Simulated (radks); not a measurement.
# Rh⁺ with its nuclear charge varied continuously

What is the energy between the elements? 44 electrons are held in [Kr] 4d8 while Z is changed in small steps.

Method: Dirac Kohn-Sham, PBE, spin-unpolarised, spherical densities, point nucleus; open shells fill j = l - 1/2 first. Code: radks (a radial shooting solver on a logarithmic mesh, Libxc functionals) version 1.

## (1) Starting point

| Item | Value |
| --- | --- |
| element | rhodium (Z = 45) |
| charge | +1 |
| electrons | 44 |
| configuration | [Kr] 4d8 |

## (2) Z = 45

Input:

```text
Z 45
configuration [Kr] 4d8
relativity Dirac
functional pbe,pbe
spin unpolarised
j_filling energy
nucleus point
c 137.035999084
```

## (3) Z = 44

Settings, as their differences from step 2:

```diff
@@ -1,2 +1,2 @@
-Z 45
+Z 44
 configuration [Kr] 4d8
```

## (4) Z = 44.1

Settings, as their differences from step 3:

```diff
@@ -1,2 +1,2 @@
-Z 44
+Z 44.1
 configuration [Kr] 4d8
```

## (5) Z = 44.2

Settings, as their differences from step 4:

```diff
@@ -1,2 +1,2 @@
-Z 44.1
+Z 44.2
 configuration [Kr] 4d8
```

## (6) Z = 44.3

Settings, as their differences from step 5:

```diff
@@ -1,2 +1,2 @@
-Z 44.2
+Z 44.3
 configuration [Kr] 4d8
```

## (7) Z = 44.4

Settings, as their differences from step 6:

```diff
@@ -1,2 +1,2 @@
-Z 44.3
+Z 44.4
 configuration [Kr] 4d8
```

## (8) Z = 44.5

Settings, as their differences from step 7:

```diff
@@ -1,2 +1,2 @@
-Z 44.4
+Z 44.5
 configuration [Kr] 4d8
```

## (9) Z = 44.6

Settings, as their differences from step 8:

```diff
@@ -1,2 +1,2 @@
-Z 44.5
+Z 44.6
 configuration [Kr] 4d8
```

## (10) Z = 44.7

Settings, as their differences from step 9:

```diff
@@ -1,2 +1,2 @@
-Z 44.6
+Z 44.7
 configuration [Kr] 4d8
```

## (11) Z = 44.8

Settings, as their differences from step 10:

```diff
@@ -1,2 +1,2 @@
-Z 44.7
+Z 44.8
 configuration [Kr] 4d8
```

## (12) Z = 44.9

Settings, as their differences from step 11:

```diff
@@ -1,2 +1,2 @@
-Z 44.8
+Z 44.9
 configuration [Kr] 4d8
```

## (13) Z = 45.1

Settings, as their differences from step 12:

```diff
@@ -1,2 +1,2 @@
-Z 44.9
+Z 45.1
 configuration [Kr] 4d8
```

## (14) Z = 45.2

Settings, as their differences from step 13:

```diff
@@ -1,2 +1,2 @@
-Z 45.1
+Z 45.2
 configuration [Kr] 4d8
```

## (15) Z = 45.3

Settings, as their differences from step 14:

```diff
@@ -1,2 +1,2 @@
-Z 45.2
+Z 45.3
 configuration [Kr] 4d8
```

## (16) Z = 45.4

Settings, as their differences from step 15:

```diff
@@ -1,2 +1,2 @@
-Z 45.3
+Z 45.4
 configuration [Kr] 4d8
```

## (17) Z = 45.5

Settings, as their differences from step 16:

```diff
@@ -1,2 +1,2 @@
-Z 45.4
+Z 45.5
 configuration [Kr] 4d8
```

## (18) Z = 45.6

Settings, as their differences from step 17:

```diff
@@ -1,2 +1,2 @@
-Z 45.5
+Z 45.6
 configuration [Kr] 4d8
```

## (19) Z = 45.7

Settings, as their differences from step 18:

```diff
@@ -1,2 +1,2 @@
-Z 45.6
+Z 45.7
 configuration [Kr] 4d8
```

## (20) Z = 45.8

Settings, as their differences from step 19:

```diff
@@ -1,2 +1,2 @@
-Z 45.7
+Z 45.8
 configuration [Kr] 4d8
```

## (21) Z = 45.9

Settings, as their differences from step 20:

```diff
@@ -1,2 +1,2 @@
-Z 45.8
+Z 45.9
 configuration [Kr] 4d8
```

## (22) Z = 46

Settings, as their differences from step 21:

```diff
@@ -1,2 +1,2 @@
-Z 45.9
+Z 46
 configuration [Kr] 4d8
```

**Question.** What will these runs give? Wanted: for each run, Z; E; E(electron-nucleus)/Z; highest level; its energy; <r>.

**Answer**, as computed:

| Z | E (hartree) | E(electron-nucleus)/Z (hartree) | highest level | its energy (eV) | <r> (bohr) |
| --- | --- | --- | --- | --- | --- |
| 44 | -4531.56086 | -249.248 | 4d5/2 | -3.010 | 1.842 |
| 44.1 | -4556.52531 | -250.041 | 4d5/2 | -3.865 | 1.804 |
| 44.2 | -4581.56898 | -250.833 | 4d5/2 | -4.766 | 1.769 |
| 44.3 | -4606.69180 | -251.624 | 4d5/2 | -5.710 | 1.736 |
| 44.4 | -4631.89371 | -252.414 | 4d5/2 | -6.696 | 1.705 |
| 44.5 | -4657.17467 | -253.205 | 4d5/2 | -7.721 | 1.677 |
| 44.6 | -4682.53463 | -253.994 | 4d5/2 | -8.784 | 1.650 |
| 44.7 | -4707.97356 | -254.784 | 4d5/2 | -9.884 | 1.625 |
| 44.8 | -4733.49142 | -255.573 | 4d5/2 | -11.019 | 1.600 |
| 44.9 | -4759.08818 | -256.362 | 4d5/2 | -12.188 | 1.578 |
| 45 | -4784.76383 | -257.151 | 4d5/2 | -13.390 | 1.556 |
| 45.1 | -4810.51834 | -257.939 | 4d5/2 | -14.624 | 1.535 |
| 45.2 | -4836.35169 | -258.728 | 4d5/2 | -15.891 | 1.515 |
| 45.3 | -4862.26388 | -259.516 | 4d5/2 | -17.187 | 1.496 |
| 45.4 | -4888.25490 | -260.304 | 4d5/2 | -18.514 | 1.477 |
| 45.5 | -4914.32473 | -261.092 | 4d5/2 | -19.870 | 1.460 |
| 45.6 | -4940.47338 | -261.881 | 4d5/2 | -21.256 | 1.443 |
| 45.7 | -4966.70085 | -262.669 | 4d5/2 | -22.669 | 1.426 |
| 45.8 | -4993.00712 | -263.457 | 4d5/2 | -24.110 | 1.411 |
| 45.9 | -5019.39221 | -264.245 | 4d5/2 | -25.578 | 1.395 |
| 46 | -5045.85613 | -265.033 | 4d5/2 | -27.073 | 1.381 |

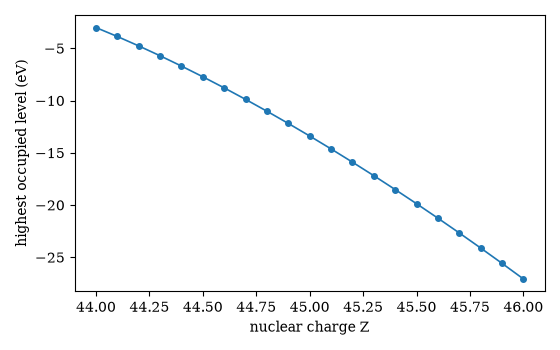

The highest occupied level against the nuclear charge.

At Z = 45 the central difference of E is -257.151 hartree, against -257.151 from the Hellmann-Feynman theorem. The top level goes from -3.010 eV at Z = 44 to -27.073 eV at Z = 46.
